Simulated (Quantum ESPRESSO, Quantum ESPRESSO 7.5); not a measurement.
# In2Se2, 1 layer, rectangular cell: a series in strain along the first axis

Aim: how the results for In2Se2, 1 layer, rectangular cell change with strain along the first axis.

Program: Quantum ESPRESSO 7.5. Level of theory: plane-wave DFT, PBE, GBRV ultrasoft pseudopotentials. Results are calculated unless marked as measured.

### Step 1. Starting point

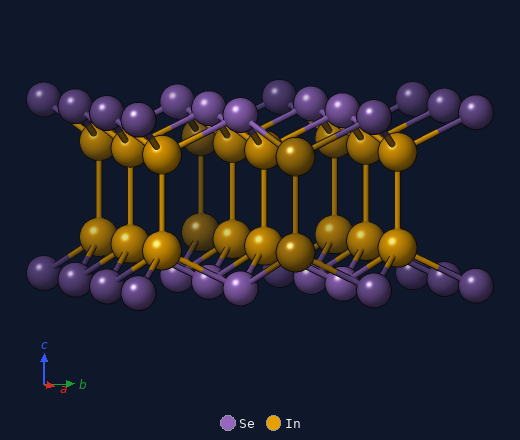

Start, viewed from the side, with the c axis up; selenium purple, indium orange. 2×1×1 cells are drawn. Some periodic images of atoms are drawn too.

The cell holds 8 atoms: 4 Se and 4 In. Its edges and angles: a = 4.134 Å, b = 7.160 Å, c = 20.143 Å, α = 90.0°, β = 90.0°, γ = 90.0°. It derives from In2Se2. Vacuum lies along c.

Set-up: Cell and atoms are first relaxed; each strained cell is then held, the other axis too, and the atoms relax in it. A periodic run with 15 Å of vacuum in the starting cell gives the vacuum levels, and bands follow along a path.

Members -2, -1, 0, 1 and 2 took the same steps and show in the table alone.

### Step 2. Variable-cell relaxation of the reference

What the set-up leaves free in this member is relaxed.

ref.relax.in

```
&control
  prefix = 'ref.relax'
  outdir = './out'
  pseudo_dir = './pseudo'
  nstep = 80
  forc_conv_thr = 0.0004
  calculation = 'vc-relax'
  etot_conv_thr = 1e-06
/
&system
  ibrav = 0
  nat = 8
  ntyp = 2
  ecutwfc = 50
  ecutrho = 250
  occupations = 'smearing'
  smearing = 'fd'
  degauss = 0.004
/
&electrons
  conv_thr = 1e-09
  mixing_beta = 0.4
  electron_maxstep = 120
  mixing_mode = 'plain'
/
&ions
/
&cell
  cell_dofree = '2Dxy'
  press_conv_thr = 0.3
/
ATOMIC_SPECIES
  Se  78.9710  se_pbe_v1.uspp.F.UPF
  In  114.8180  in_pbe_v1.4.uspp.F.UPF
CELL_PARAMETERS angstrom
  4.13400000000000 0.00000000000000 0.00000000000000
  0.00000000000000 7.16029803848974 0.00000000000000
  0.00000000000000 0.00000000000000 20.14290946413444
ATOMIC_POSITIONS crystal
  Se  0.000000000000 0.333333333400 0.372339458376
  Se  0.500000000000 0.833333333400 0.372339458376
  In  0.000000000000 0.000000000000 0.429503729214
  In  0.500000000000 0.500000000000 0.429503729214
  In  0.000000000000 0.000000000000 0.570496270786
  In  0.500000000000 0.500000000000 0.570496270786
  Se  0.000000000000 0.333333333400 0.627660541624
  Se  0.500000000000 0.833333333400 0.627660541624
K_POINTS automatic
  8 4 1 0 0 0
```

The run is started by

```bash
$ OMP_NUM_THREADS=1 mpirun -n 4 pw.x -nk 2 -in ref.relax.in > ref.relax.out
```

What it wrote:

```text
Program PWSCF v.7.5 starts
[citation notice left out]

     Parallel version (MPI & OpenMP), running on       4 processor cores
     Number of MPI processes:                 4
     Threads/MPI process:                     1

     MPI processes distributed on     1 nodes
[...]
Current dimensions of program PWSCF are:
     Max number of different atomic species (ntypx) = 10
     Max number of k-points (npk) =  40000
     Max angular momentum in pseudopotentials (lmaxx) =  4
     Found identity + ( -0.5000 -0.5000  0.0000) symmetry
     This is a supercell, fractional translations are disabled
     Message from routine setup:
     using ibrav=0 with symmetry is DISCOURAGED, use correct ibrav instead

     K-points division:     npool     =       2
     R & G space division:  proc/nbgrp/npool/nimage =       2
     Subspace diagonalization in iterative solution of the eigenvalue problem:
     a serial algorithm will be used

     Parallelization info
     --------------------
     sticks:   dense  smooth     PW     G-vecs:    dense   smooth      PW
     Min        1051     843    239               134304    96125   14567
     Max        1052     844    240               134305    96128   14574
     Sum        2103    1687    479               268609   192253   29141

     Using Slab Decomposition

     bravais-lattice index     =            0
     lattice parameter (alat)  =       7.8121  a.u.
     unit-cell volume          =    4023.6516 (a.u.)^3
     number of atoms/cell      =            8
     number of atomic types    =            2
     number of electrons       =        76.00
     number of Kohn-Sham states=           46
     kinetic-energy cutoff     =      50.0000  Ry
     charge density cutoff     =     250.0000  Ry
     scf convergence threshold =      1.0E-09
     mixing beta               =       0.4000
     number of iterations used =            8  plain     mixing
     energy convergence thresh.=      1.0E-06
     force convergence thresh. =      4.0E-04
     press convergence thresh. =      3.0E-01
     Exchange-correlation=  SLA  PW   PBX  PBC
                           (   1   4   3   4   0   0   0)
     nstep                     =           80

     celldm(1)=   7.812128  celldm(2)=   0.000000  celldm(3)=   0.000000
     celldm(4)=   0.000000  celldm(5)=   0.000000  celldm(6)=   0.000000

     crystal axes: (cart. coord. in units of alat)
               a(1) = (   1.000000   0.000000   0.000000 )
               a(2) = (   0.000000   1.732051   0.000000 )
               a(3) = (   0.000000   0.000000   4.872499 )

     reciprocal axes: (cart. coord. in units 2 pi/alat)
               b(1) = (  1.000000  0.000000  0.000000 )
               b(2) = (  0.000000  0.577350  0.000000 )
               b(3) = (  0.000000  0.000000  0.205234 )

     PseudoPot. # 1 for Se read from file:
     ./pseudo/se_pbe_v1.uspp.F.UPF
     Pseudo is Ultrasoft + core correction, Zval =  6.0
     Generated by new atomic code, or converted to UPF format
     Using radial grid of  877 points,  6 beta functions with:
                l(1) =   0
                l(2) =   0
                l(3) =   1
                l(4) =   1
                l(5) =   2
                l(6) =   2
     Q(r) pseudized with  8 coefficients,  rinner =    1.300   1.300   1.300
                                                       1.300   1.300

     PseudoPot. # 2 for In read from file:
     ./pseudo/in_pbe_v1.4.uspp.F.UPF
     Pseudo is Ultrasoft + core correction, Zval = 13.0
     Generated by new atomic code, or converted to UPF format
     Using radial grid of  889 points,  6 beta functions with:
                l(1) =   0
                l(2) =   0
                l(3) =   1
                l(4) =   1
                l(5) =   2
                l(6) =   2
     Q(r) pseudized with  6 coefficients,  rinner =    1.400   1.400   1.400
                                                       1.400   1.400

     atomic species   valence    mass     pseudopotential
     Se                6.00    78.97100     Se( 1.00)
     In               13.00   114.81800     In( 1.00)

      4 Sym. Ops. (no inversion) found

   Cartesian axes

     site n.     atom                  positions (alat units)
         1        Se     tau(   1) = (   0.0000000   0.5773503   1.8142235  )
         2        Se     tau(   2) = (   0.5000000   1.4433757   1.8142235  )
         3        In     tau(   3) = (   0.0000000   0.0000000   2.0927563  )
         4        In     tau(   4) = (   0.5000000   0.8660254   2.0927563  )
         5        In     tau(   5) = (   0.0000000   0.0000000   2.7797423  )
         6        In     tau(   6) = (   0.5000000   0.8660254   2.7797423  )
         7        Se     tau(   7) = (   0.0000000   0.5773503   3.0582751  )
         8        Se     tau(   8) = (   0.5000000   1.4433757   3.0582751  )

     number of k points=    15  Fermi-Dirac smearing, width (Ry)=  0.0040
                       cart. coord. in units 2pi/alat
        k(    1) = (   0.0000000   0.0000000   0.0000000), wk =   0.0625000
        k(    2) = (   0.0000000   0.1443376   0.0000000), wk =   0.1250000
        k(    3) = (   0.0000000  -0.2886751   0.0000000), wk =   0.0625000
        k(    4) = (   0.1250000   0.0000000   0.0000000), wk =   0.1250000
        k(    5) = (   0.1250000   0.1443376   0.0000000), wk =   0.2500000
        k(    6) = (   0.1250000  -0.2886751   0.0000000), wk =   0.1250000
        k(    7) = (   0.2500000   0.0000000   0.0000000), wk =   0.1250000
        k(    8) = (   0.2500000   0.1443376   0.0000000), wk =   0.2500000
        k(    9) = (   0.2500000  -0.2886751   0.0000000), wk =   0.1250000
        k(   10) = (   0.3750000   0.0000000   0.0000000), wk =   0.1250000
[...]
k(   15) = (  -0.5000000  -0.2886751   0.0000000), wk =   0.0625000

     Dense  grid:   268609 G-vectors     FFT dimensions: (  40,  72, 192)

     Smooth grid:   192253 G-vectors     FFT dimensions: (  36,  64, 180)

     Estimated max dynamical RAM per process >     392.45 MB

     Estimated total dynamical RAM >       1.47 GB

     Initial potential from superposition of free atoms

     starting charge      69.9997, renormalised to      76.0000

     negative rho (up, down):  9.625E-04 0.000E+00
     Starting wfcs are   52 randomized atomic wfcs

     total cpu time spent up to now is        3.5 secs

     per-process dynamical memory:   185.0 Mb

     Self-consistent Calculation

     iteration #  1     ecut=    50.00 Ry     beta= 0.40
     Davidson diagonalization with overlap
[...]
Forces acting on atoms (cartesian axes, Ry/au):

     atom    1 type  1   force =    -0.00000000   -0.00000497   -0.01064102
     atom    2 type  1   force =     0.00000000   -0.00000497   -0.01064101
     atom    3 type  2   force =     0.00000000    0.00000502    0.00391123
     atom    4 type  2   force =     0.00000000    0.00000493    0.00391127
     atom    5 type  2   force =     0.00000000    0.00000502   -0.00391123
     atom    6 type  2   force =     0.00000000    0.00000493   -0.00391127
     atom    7 type  1   force =     0.00000000   -0.00000497    0.01064102
     atom    8 type  1   force =     0.00000000   -0.00000497    0.01064101

     Total force =     0.022674     Total SCF correction =     0.000078

     Computing stress (Cartesian axis) and pressure

     negative rho (up, down):  1.185E-03 0.000E+00
          total   stress  (Ry/bohr**3)                   (kbar)     P=        1.38
  -0.00000584   0.00000000   0.00000000           -0.86        0.00        0.00
   0.00000000  -0.00000593   0.00000000            0.00       -0.87        0.00
   0.00000000   0.00000000   0.00003995            0.00        0.00        5.88

     Energy error            =      2.0E-03 Ry
     Gradient error          =      1.1E-02 Ry/Bohr
     Cell gradient error     =      8.7E-01 kbar

     number of scf cycles    =   3
     number of bfgs steps    =   2

     enthalpy           old  =    -708.6292764944 Ry
     enthalpy           new  =    -708.6312947356 Ry

     CASE: enthalpy          _new < enthalpy          _old

     new trust radius        =       0.0330036524 bohr
     new conv_thr            =       0.0000000003 Ry

     new unit-cell volume =   4030.23658 a.u.^3 (   597.21945 Ang^3 )
     density =      2.15528 g/cm^3

CELL_PARAMETERS (angstrom)
   4.137408444   0.000000000   0.000000000
   0.000000000   7.166107894   0.000000000
   0.000000000   0.000000000  20.142909464

ATOMIC_POSITIONS (crystal)
Se              -0.0000000000        0.3333306780        0.3702661001
Se               0.5000000000        0.8333306855        0.3702661001
In               0.0000000000        0.0000026597        0.4311020009
In               0.5000000000        0.5000026436        0.4311019987
In               0.0000000000        0.0000026597        0.5688979991
In               0.5000000000        0.5000026436        0.5688980013
Se               0.0000000000        0.3333306780        0.6297338999
Se               0.5000000000        0.8333306855        0.6297338999

[...]
NEW-OLD atomic charge density approx. for the potential
     New effective cutoffs (rho, wfc):  249.75   49.99

     negative rho (up, down):  1.186E-03 0.000E+00

     total cpu time spent up to now is      279.2 secs

     per-process dynamical memory:   218.4 Mb

[...]
!    total energy              =    -708.63227253 Ry
[...]
Total force =     0.014551     Total SCF correction =     0.000048
[...]
number of bfgs steps    =   3
[...]
new trust radius        =       0.0143710442 bohr
[...]
!    total energy              =    -708.63260958 Ry
[...]
Total force =     0.014876     Total SCF correction =     0.000052
[...]
number of bfgs steps    =   4
[...]
WARNING: bfgs curvature condition failed, Theta= 0.980
     new trust radius        =       0.0158081486 bohr
[...]
!    total energy              =    -708.63303488 Ry
[...]
Total force =     0.014263     Total SCF correction =     0.000044
[...]
number of bfgs steps    =   5
[...]
new trust radius        =       0.0237122230 bohr
[...]
!    total energy              =    -708.63509105 Ry
[...]
Total force =     0.003481     Total SCF correction =     0.000006
[...]
number of bfgs steps    =  10
[...]
new trust radius        =       0.0172318869 bohr
[...]
Self-consistent Calculation

     iteration #  1     ecut=    50.00 Ry     beta= 0.40
     Davidson diagonalization with overlap
     ethr =  1.00E-06,  avg # of iterations =  3.0

     Threshold (ethr) on eigenvalues was too large:
     Diagonalizing with lowered threshold

     Davidson diagonalization with overlap
     ethr =  1.82E-08,  avg # of iterations =  3.4

     negative rho (up, down):  8.957E-04 0.000E+00

     total cpu time spent up to now is      975.5 secs

     total energy              =    -708.63514351 Ry
     estimated scf accuracy    <       0.00001806 Ry

[...]
iteration #  8     ecut=    50.00 Ry     beta= 0.40
[...]
negative rho (up, down):  8.846E-04 0.000E+00

[...]
End of self-consistent calculation

          k = 0.0000 0.0000 0.0000 ( 24059 PWs)   bands (ev):

   -15.4335 -15.3408 -15.3325 -15.2769 -15.1660 -15.1660 -15.1626 -15.1062
   -15.0935 -15.0935 -15.0837 -15.0837 -15.0301 -15.0267 -14.9819 -14.9314
   -14.9251 -14.9251 -14.8947 -14.7756 -13.7716 -13.6526 -12.7515 -12.6871
    -6.8116  -6.5388  -6.0539  -4.3071  -3.7341  -2.8834  -2.8281  -2.7136
    -2.1992  -1.8917  -1.8914  -1.8195  -1.8192  -1.3586   0.0840   0.8612
     0.9795   1.3057   2.8620   3.1632   3.5797   3.5803

          k = 0.0000 0.1461 0.0000 ( 24016 PWs)   bands (ev):

   -15.4088 -15.3327 -15.3134 -15.2778 -15.2073 -15.1638 -15.1619 -15.1426
   -15.1030 -15.0871 -15.0841 -15.0772 -15.0392 -15.0364 -14.9783 -14.9509
   -14.9308 -14.9262 -14.8558 -14.7860 -13.6322 -13.5204 -12.9199 -12.8449
    -6.6229  -6.4770  -5.7103  -4.3916  -3.8773  -2.9314  -2.7609  -2.6365
    -2.6017  -2.4925  -2.0666  -1.9746  -1.8274  -1.2896   0.7400   1.0398
     1.0608   1.9591   2.9257   3.0380   3.3195   3.7246

          k = 0.0000-0.2921 0.0000 ( 23994 PWs)   bands (ev):

   -15.3542 -15.3542 -15.2674 -15.2674 -15.2380 -15.2380 -15.1615 -15.1615
   -15.0952 -15.0952 -15.0616 -15.0616 -15.0583 -15.0583 -14.9683 -14.9683
   -14.9287 -14.9287 -14.8143 -14.8143 -13.2902 -13.2902 -13.1952 -13.1952
    -6.4176  -6.4176  -4.9248  -4.9248  -3.6063  -3.6063  -3.0085  -3.0085
    -2.4389  -2.4389  -2.3090  -2.3090  -1.3834  -1.3834   1.2360   1.2360
     1.5349   1.5349   3.3564   3.3564   3.4500   3.4500

          k = 0.1265 0.0000 0.0000 ( 24023 PWs)   bands (ev):

   -15.4323 -15.3424 -15.3324 -15.2770 -15.1981 -15.1690 -15.1644 -15.1313
   -15.0999 -15.0865 -15.0861 -15.0790 -15.0351 -15.0333 -14.9755 -14.9475
   -14.9356 -14.9260 -14.8621 -14.7749 -13.6656 -13.5522 -12.7122 -12.6505
    -6.7682  -6.4906  -6.0031  -4.3642  -3.8107  -3.2653  -3.1298  -2.6711
    -2.4820  -2.3662  -2.2014  -2.0386  -1.9484  -1.2940   0.6285   1.2048
     1.2829   1.8733   2.9969   3.2019   3.2397   3.6902

          k = 0.1265 0.1461 0.0000 ( 24013 PWs)   bands (ev):

   -15.4107 -15.3348 -15.3182 -15.2782 -15.2303 -15.1721 -15.1673 -15.1631
   -15.0980 -15.0889 -15.0782 -15.0728 -15.0423 -15.0408 -14.9738 -14.9574
   -14.9343 -14.9272 -14.8412 -14.7838 -13.5367 -13.4297 -12.8694 -12.7976
    -6.6087  -6.4434  -5.7055  -4.4934  -3.8006  -3.1762  -3.1140  -2.9655
    -2.7670  -2.7296  -2.2219  -2.1094  -1.8197  -1.2877   1.0138   1.3566
     1.4224   2.2024   2.7167   3.2088   3.3993   3.6503

          k = 0.1265-0.2921 0.0000 ( 24016 PWs)   bands (ev):

   -15.3611 -15.3611 -15.2724 -15.2724 -15.2525 -15.2525 -15.1641 -15.1641
   -15.0934 -15.0934 -15.0602 -15.0602 -15.0578 -15.0578 -14.9681 -14.9681
   -14.9308 -14.9308 -14.8082 -14.8082 -13.2169 -13.2169 -13.1257 -13.1257
    -6.4174  -6.4174  -5.0260  -5.0260  -3.6015  -3.6015  -2.9659  -2.9659
    -2.7915  -2.7915  -2.6038  -2.6038  -1.4028  -1.4028   1.4671   1.4671
     1.9223   1.9223   3.0241   3.0241   3.7118   3.7118

[...]
-14.9321 -14.9321 -14.7811 -14.7811 -12.837
[key lines of the parts left out:]
total energy              =    -708.63514936 Ry
the Fermi energy is    -0.5560 ev
convergence has been achieved in   8 iterations
```

The job ended after 25 min (4 MPI ranks of Arm Neoverse V2, shared host; peak memory 1.7 GiB).

Step by step:

```tsv
step	energy less that of the first step (eV)	largest force (eV/Å)	volume (Å³)
1	0.0000	0.5765	596.24
2	-0.0443	0.4109	596.95
3	-0.0718	0.2736	597.35
4	-0.0851	0.1407	597.22
5	-0.0897	0.1697	596.58
6	-0.0954	0.1729	595.62
7	-0.1041	0.1526	593.91
8	-0.1145	0.1018	590.98
9	-0.1221	0.0378	586.01
10	-0.1228	0.0298	585.04
11	-0.1234	0.0422	583.97
12	-0.1242	0.0567	582.37
13	-0.1247	0.0430	581.35
14	-0.1249	0.0133	580.86
15	-0.1250	0.0018	580.93
16	-0.1250	0.0001	580.99
17	-0.1238	0.0001	580.99
```

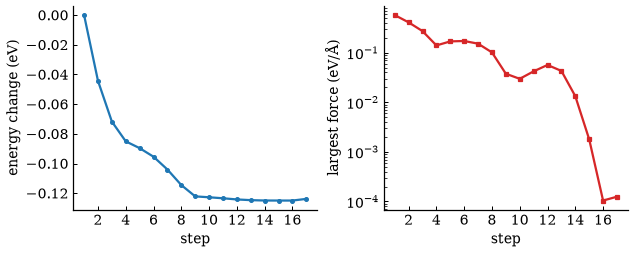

Energy and largest force along the relaxation.

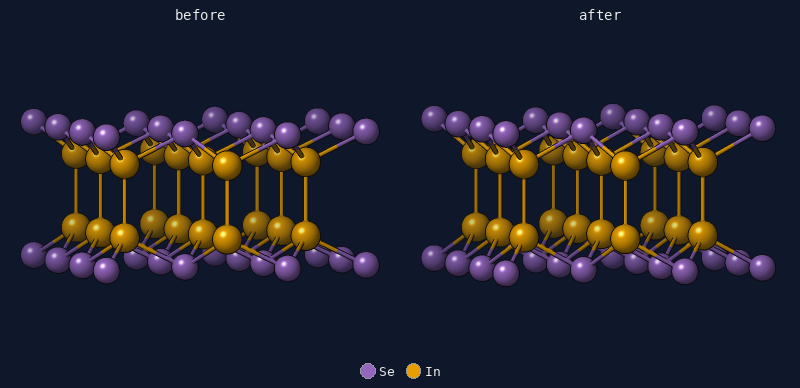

Before and after, at one scale.

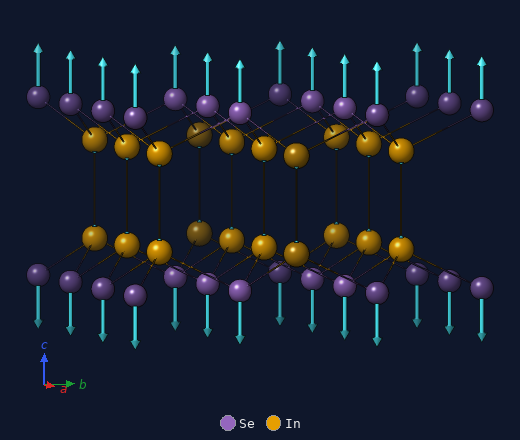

Displacements in the relaxation, exaggerated, measured against the changing cell; the longest in the cell stands for 0.12 Å. 2×1×1 cells are drawn. Some periodic images of atoms are drawn too.

```tsv
cell as run	before	after	change
a (Å)	4.134	4.081	-1.3 %
b (Å)	7.160	7.068	-1.3 %
```

The atoms that moved most (Å, along periodic axes as changes of fractional coordinates times the final cell, across vacuum about the mean position):

```tsv
atom	dx	dy	dz	length
Se2	0.000	0.000	-0.116	0.116
Se8	0.000	0.000	0.116	0.116
Se7	0.000	0.000	0.116	0.116
Se1	0.000	0.000	-0.116	0.116
In4	0.000	0.000	0.008	0.008
In6	0.000	0.000	-0.008	0.008
In5	0.000	0.000	-0.008	0.008
In3	0.000	0.000	0.008	0.008
```

Final coordinates:

```cif
data_structure
_symmetry_space_group_name_H-M 'P 1'
_symmetry_Int_Tables_number 1
_cell_length_a 4.0809
_cell_length_b 7.0679
_cell_length_c 20.1429
_cell_angle_alpha 90.000
_cell_angle_beta 90.000
_cell_angle_gamma 90.000
_cell_volume 580.99
loop_
_atom_site_label
_atom_site_type_symbol
_atom_site_fract_x
_atom_site_fract_y
_atom_site_fract_z
_atom_site_occupancy
Se1 Se 0.00000 0.33333 0.36656 1
Se2 Se 0.50000 0.83333 0.36656 1
In3 In 0.00000 0.00000 0.42992 1
In4 In 0.50000 0.50000 0.42992 1
In5 In 0.00000 0.00000 0.57008 1
In6 In 0.50000 0.50000 0.57008 1
Se7 Se 0.00000 0.33333 0.63344 1
Se8 Se 0.50000 0.83333 0.63344 1
```

 The last row is no step: it is a fresh SCF in the final cell with a new plane-wave basis, +1 meV from the row before.

This step gave:

```
free energy  : -9641.4720 eV
Fermi energy : -0.524 eV
```

(Part 1 of 7 ends here.)

[Logs are printed without paths, hosts, clocks, repeated set-up lines and the standing remarks that a program may print on its own settings, such as how far it seeks lower states.]

[Hosts, paths, dates, database ids (printed as entryN), source tags and the programs' standing remarks are cut or masked in the printed files.]

[Maps of the electrostatic potential energy from Ansatz leave out the sawtooth potential of an applied field or a dipole correction, so their vacuum need not be flat; planar profiles and work functions include it.]
